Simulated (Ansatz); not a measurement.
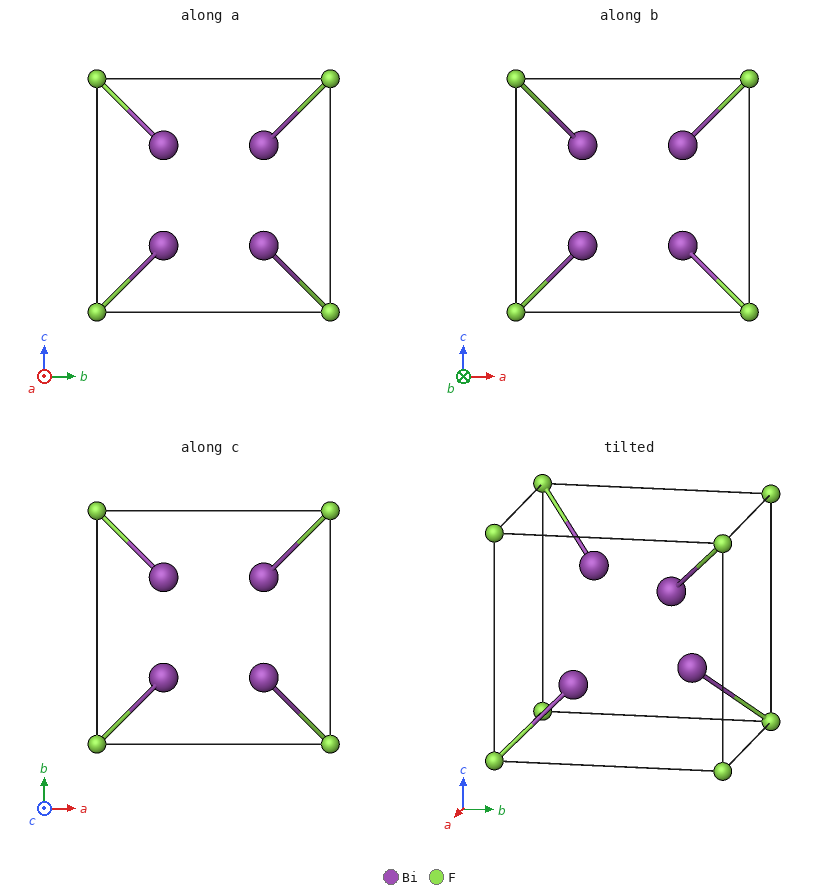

This ball-and-stick model is shown along the a axis, along the b axis, along the c axis and slightly off an axis. The edges of the conventional unit cell are marked.

Lattice parameters: a = 5.3114 Å, b = 5.3114 Å, c = 5.3114 Å, α = 90.000°, β = 90.000°, γ = 90.000°.

Question: Set out the cell and atoms as a CIF with its space group and independent sites, with free fractional coordinates to two decimals.

Answer:
```cif
data_structure
_symmetry_space_group_name_H-M 'P -4 3 m'
_symmetry_Int_Tables_number 215
_cell_length_a 5.3114
_cell_length_b 5.3114
_cell_length_c 5.3114
_cell_angle_alpha 90.000
_cell_angle_beta 90.000
_cell_angle_gamma 90.000
_cell_volume 149.84
loop_
_atom_site_label
_atom_site_type_symbol
_atom_site_symmetry_multiplicity
_atom_site_Wyckoff_symbol
_atom_site_fract_x
_atom_site_fract_y
_atom_site_fract_z
_atom_site_occupancy
Bi1 Bi 4 e 0.71 0.71 0.71 1
F1 F 1 a 0.00 0.00 0.00 1
```

The model was built from a structure type filled with these elements by a generator (whether the compound takes this form wasn't checked). Earlier steps of the study may have refined or changed the cell and positions. It was run through Ansatz as a DFT input.
